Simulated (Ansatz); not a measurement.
**BH9O3Si3 (SMILES [SiH3]OB(O[SiH3])O[SiH3]): density, localisation and related maps**

```
atom    x (Å)    y (Å)    z (Å)
  Si   1.3298   0.5228   2.3256
   O   0.0252   0.2734   1.3378
   B  -0.0018  -0.0024   0.0028
   O   1.1646  -0.1043  -0.6958
  Si   1.3945  -0.4268  -2.3030
   O  -1.1952  -0.1761  -0.6334
  Si  -2.7285  -0.0999  -0.0143
   H   2.1969  -0.6812   2.3519
   H   0.7844   0.7815   3.6784
   H   2.1128   1.6955   1.8632
   H   0.7397   0.6101  -3.1385
   H   0.8508  -1.7645  -2.6453
   H   2.8587  -0.4049  -2.5267
   H  -2.9128  -1.1271   1.0407
   H  -3.6477  -0.3669  -1.1448
   H  -2.9941   1.2483   0.5458
```

Geometry: PBE0-D4/def2-TZVP.

Method: RKS PBE0-D4/def2-TZVPP in Ansatz 0.2.0.

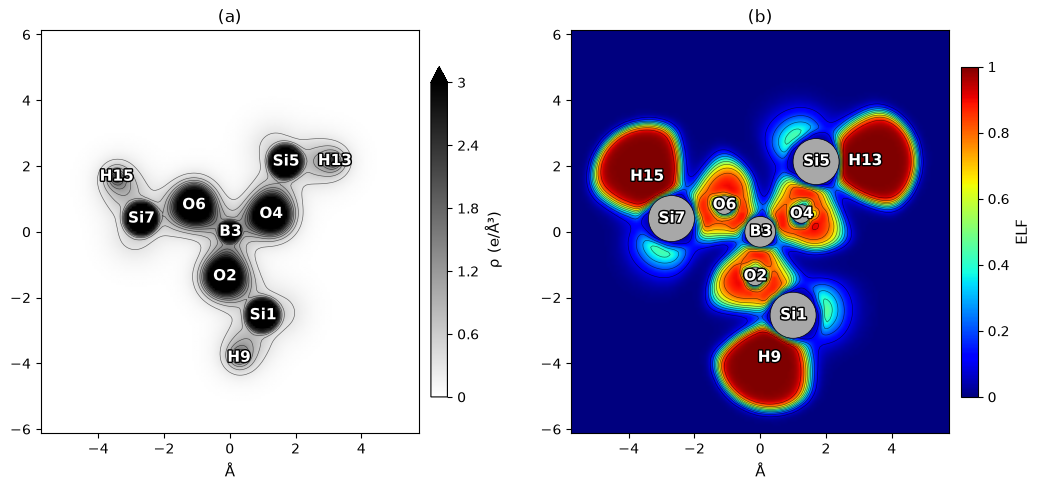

Figure 1. (a) total electron density; (b) electron localisation function on the plane of atoms O2, B3 and O4. Grey discs cover the atomic cores in the ELF map.

Question: What do the fields say about this system?

Answer: The plane passes through Si, O, B and H nuclei.
B–O (1.36 Å): the density is about 2.1 e/Å³ at the midpoint; the ELF peaks at about 0.90 between the atoms (a polar covalent bond).
Si–O (1.66 Å): the density is about 1.1 e/Å³ at the midpoint; the ELF peaks at about 0.90 between the atoms (a shared but strongly polarised pair).
Si–H (1.48 Å): ρ is about 0.84 e/Å³ halfway; the ELF climbs to about 1 towards the hydrogen, as it does in any bond to H.
The ELF also peaks beside O2, O4 and O6, away from the bonds: lone-pair regions.

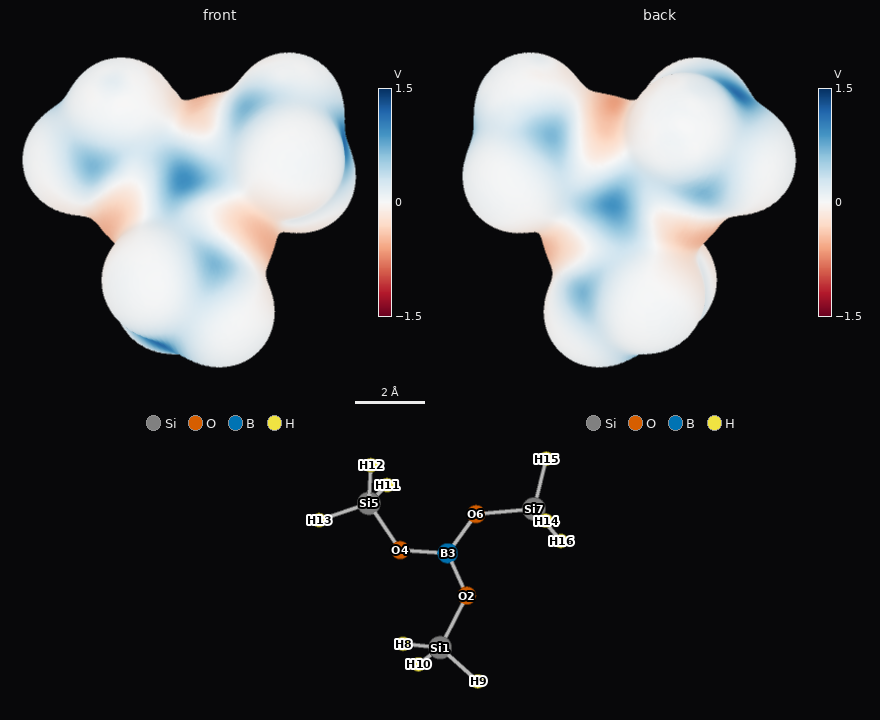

Figure 2. The electrostatic potential painted on the density surface at 0.001 e/bohr³, seen from the front and from behind; the colour scale runs from red (negative) to blue (positive). The bare structure is drawn below in the same view.

Question: Which sites attract a positive test charge, and which a negative one?

Answer: A positive charge is drawn to the negative regions and a negative charge to the positive ones. The most negative region (about −0.5 V) lies over O2, O4 and O6, the most positive (about +1.1 V) over Si1, Si5 and Si7.

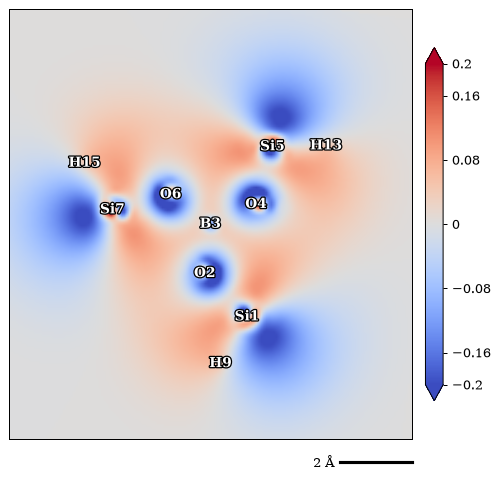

Figure 3. The LUMO on the plane of atoms O2, Si1 and H9 (values in Å⁻³ᐟ²; the overall sign is arbitrary).

Question: What is the character of this orbital?

Answer: It lies mainly on Si1 (about 20 %), Si5 (about 20 %), Si7 (about 20 %) and B3 (about 10 %). Its energy is −0.23 eV.
